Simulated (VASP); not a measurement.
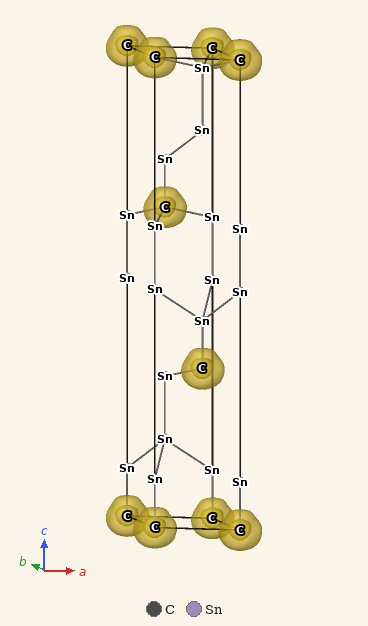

The picture shows: Sn₃C. Isosurface of the ELF at 0.7 (yellow), seen slightly off an axis. Only the valence region is drawn (cores and ρ < 0.01 e/Å³ removed). Sticks mark near contacts.

Space group R3m; started from the ordered alloy on diamond lattice prototype, which need not be the ambient phase.

Computed with DFT, PBEsol, plane waves, PAW (VASP).

**Describe the localisation domains.**

At this value the surface marks out three regions wrapped around C (the valence shell of each), counted in one cell of 12 atoms. Any copies at cell faces, edges or corners count once. Profiles from the grid: Sn–C (2.20 Å): the ELF peaks at about 0.85 in the valence shell of C, 0.7 Å from its nucleus, and is about 0.55 at the midpoint. Sn–Sn (2.76 Å): the ELF reaches about 0.55 near the midpoint.
